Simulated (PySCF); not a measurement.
```
atom    x (Å)    y (Å)    z (Å)
  Si   1.0364   1.1206   1.6815
   H   1.1483   0.8157   3.1340
   H   2.4102   1.2370   1.0970
   H   0.3328   2.4279   1.4761
   O   0.1568  -0.1151   1.0004
   C  -0.4747  -0.0737  -0.2672
   C  -1.4647  -1.2196  -0.3206
   C   0.5507  -0.1383  -1.3868
   H  -1.0343   0.8803  -0.3579
   H  -0.9341  -2.1805  -0.2350
   H  -2.0276  -1.2109  -1.2658
   H  -2.1767  -1.1472   0.5139
   H   1.2496   0.7119  -1.3431
   H   1.1364  -1.0680  -1.3117
   H   0.0581  -0.1162  -2.3708
```

Geometry: PBE0-D3(BJ)/def2-SVP.

Level of theory: PySCF 2.14.0, wB97X-D/def2-SVPD, SCF density, gas phase.

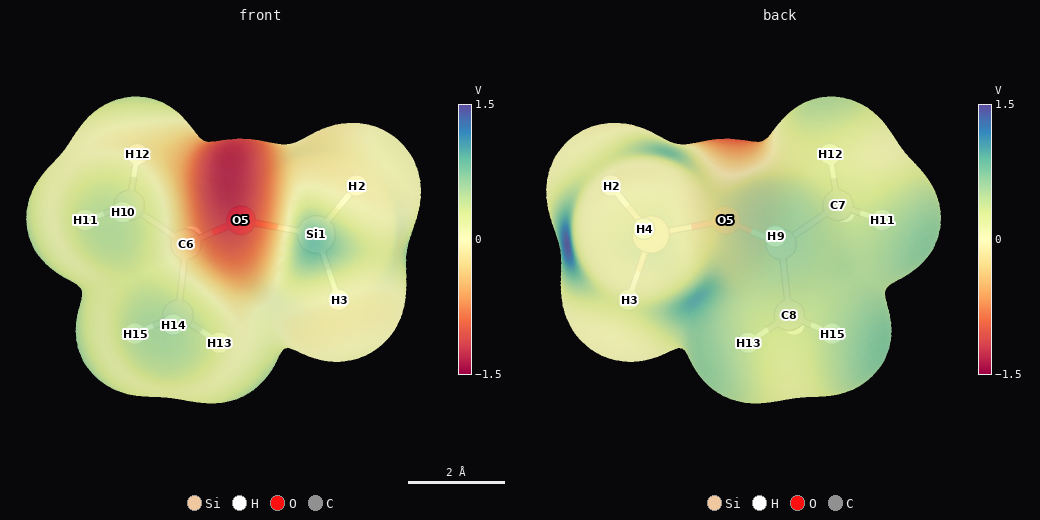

C3H10OSi (SiH3(OiPr)). The molecular electrostatic potential painted on the density surface at 0.002 e/bohr³, seen from the front and from behind; red is negative and blue positive.

### Describe the electrostatic potential map.

The most negative region (about −1.3 V) lies over O5, the most positive (about +1.3 V) over Si1. O5 is the likeliest acceptor of a hydrogen bond.

### What dipole moment does the calculation give?

Its dipole moment is 1.19 D.
